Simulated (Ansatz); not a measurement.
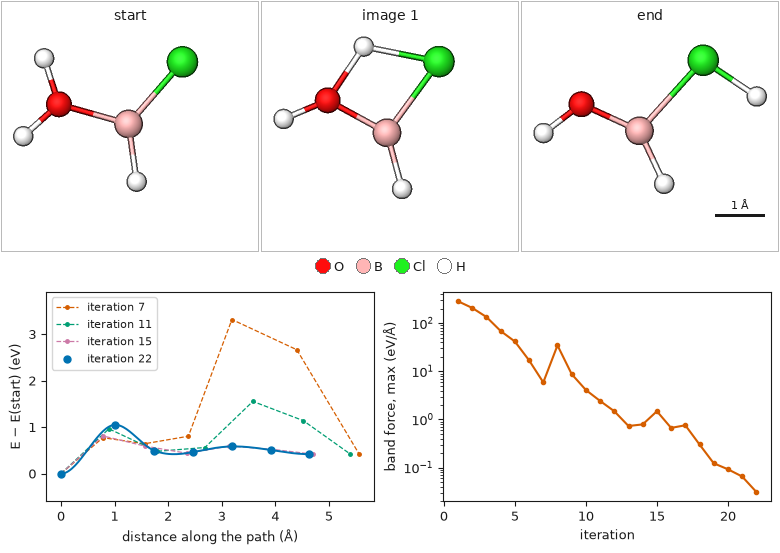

NEB run on BH₃OCl (charge +1). Images are numbered from 0 (start) to 6 (end). The plot follows the band through its iterations. The picture is a ball-and-stick view, seen face on.

The calculation used RKS PBE-D4/cc-pVDZ (Ansatz 0.2.0).

Input
```yaml
crystal:
  periodic: [false, false, false]
  atoms:
    - { symbol: O, position_ang: [-0.494405, 0.188598, -0.553242] }
    - { symbol: B, position_ang: [0.360756, -0.152076, 0.607945] }
    - { symbol: Cl, position_ang: [1.951987, -0.608705, 0.234375] }
    - { symbol: H, position_ang: [-1.437234, 0.468156, -0.457116] }
    - { symbol: H, position_ang: [-0.173565, 0.156552, -1.489136] }
    - { symbol: H, position_ang: [-0.207548, -0.052536, 1.657174] }
total_charge: 1
basis:
  gaussian: { orbitals: cc-pVDZ }
hamiltonian:
  xc: pbe
  dispersion: d4
neb:
  order_check: false
  images: 5
  f_tol: 0.05
  max_iterations: 60
  final_atoms:
    - { symbol: O, position_ang: [-1.20649127, 0.4061184, -0.57323236] }
    - { symbol: B, position_ang: [-0.22626679, 0.05364702, 0.21539577] }
    - { symbol: Cl, position_ang: [1.33204908, -0.34075842, -0.91080755] }
    - { symbol: H, position_ang: [-2.07030444, 0.63982522, -0.16543519] }
    - { symbol: H, position_ang: [2.1807013, -0.66528041, 0.05012429] }
    - { symbol: H, position_ang: [-0.00969689, -0.09356281, 1.38395504] }
  initial_path:
    images:
      - { positions_ang: [[-0.494405, 0.188598, -0.553242], [0.360756, -0.152076, 0.607945], [1.951987, -0.608705, 0.234375], [-1.437234, 0.468156, -0.457116], [-0.173565, 0.156552, -1.489136], [-0.207548, -0.052536, 1.657174]] }
      - { positions_ang: [[-0.57524322, 0.21584948, -0.55424561], [0.31604412, -0.13458805, 0.55399589], [1.87437433, -0.57545906, 0.11479609], [-1.50936816, 0.48951407, -0.42479453], [0.08414594, 0.06223654, -1.31104571], [-0.18996201, -0.05756398, 1.62129387]] }
      - { positions_ang: [[-0.65608144, 0.24310096, -0.55524922], [0.27133224, -0.11710011, 0.50004677], [1.79676165, -0.54221312, -0.00478281], [-1.58150232, 0.51087214, -0.39247306], [0.34185689, -0.03207891, -1.13295543], [-0.17237602, -0.06259197, 1.58541374]] }
      - { positions_ang: [[-0.73691966, 0.27035245, -0.55625282], [0.22662036, -0.09961216, 0.44609766], [1.71914898, -0.50896717, -0.12436172], [-1.65363648, 0.53223021, -0.36015159], [0.59956783, -0.12639437, -0.95486514], [-0.15479003, -0.06761995, 1.54953361]] }
      - { positions_ang: [[-0.89344353, 0.31560776, -0.56191267], [0.07565798, -0.04852577, 0.36919703], [1.59011568, -0.45289759, -0.38651033], [-1.7925258, 0.56809521, -0.29524612], [1.12661232, -0.30602305, -0.61986866], [-0.10642565, -0.07626757, 1.49434075]] }
      - { positions_ang: [[-1.0499674, 0.36086308, -0.56757252], [-0.07530441, 0.00256063, 0.2922964], [1.46108238, -0.39682801, -0.64865894], [-1.93141512, 0.60396022, -0.23034065], [1.65365681, -0.48565173, -0.28487219], [-0.05806127, -0.08491519, 1.4391479]] }
      - { positions_ang: [[-1.20649127, 0.4061184, -0.57323236], [-0.22626679, 0.05364702, 0.21539577], [1.33204908, -0.34075842, -0.91080755], [-2.07030444, 0.63982522, -0.16543519], [2.1807013, -0.66528041, 0.05012429], [-0.00969689, -0.09356281, 1.38395504]] }
```

Launched with:
```bash
ansatz run input.yaml --threads 1 --pin off --max-ram 2048MiB --backend cpu --events-out ev --progress --plain --runs-dir out
```

How did the profile develop, and is the result final?

Answer. The run is converged, with reservations. The band converged in 22 iterations. The largest component of the band force went from 290 to 0.031 eV/Å. The climbing image converged on the top of the path. Its vibrational analysis gives one imaginary mode (1191i cm⁻¹), as a transition state must have. The first iteration put the highest image at 104.81 eV. The energy climbs by 1.05 eV to image 1 and then falls by 0.63 eV, so the end point sits at +0.42 eV.

Cost: 110 s on 1 thread of Arm Neoverse V2, with other jobs on the host, peak memory 0.1 GiB.
